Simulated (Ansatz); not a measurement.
```yaml
atoms:
  - { symbol: C, position_ang: [-1.8776, 0.5937, -2.0600] }
  - { symbol: C, position_ang: [-1.6165, 1.0747, -0.8449] }
  - { symbol: F, position_ang: [-3.1262, 0.4195, -2.4992] }
  - { symbol: S, position_ang: [-2.7842, 1.5539, 0.3666] }
  - { symbol: H, position_ang: [-1.1149, 0.3062, -2.7870] }
  - { symbol: H, position_ang: [-0.5731, 1.1933, -0.5459] }
  - { symbol: H, position_ang: [-3.8755, 1.2614, -0.3728] }
```

Geometry: PBE0-D3(BJ)/def2-SVP.

Level of theory: isolated molecule in a Gaussian basis; Kohn-Sham density functional theory, functional PBE0 (Ansatz).

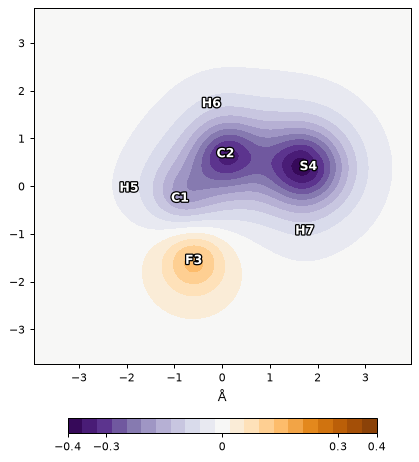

C2H3FS (SMILES F/C=C\S). The HOMO−1 on a plane 0.8 Å above the molecular plane (values in Å⁻³ᐟ²; the overall sign is arbitrary).

What is the character of this orbital?

Answer. It lies mainly on S4 (about 45 %), C2 (about 30 %), C1 (about 10 %) and F3 (about 10 %); it changes sign across the molecular plane (π type); π-bonding across C1–C2 and C2–S4; π-antibonding (a node) across C1–F3. Its energy is −9.35 eV.
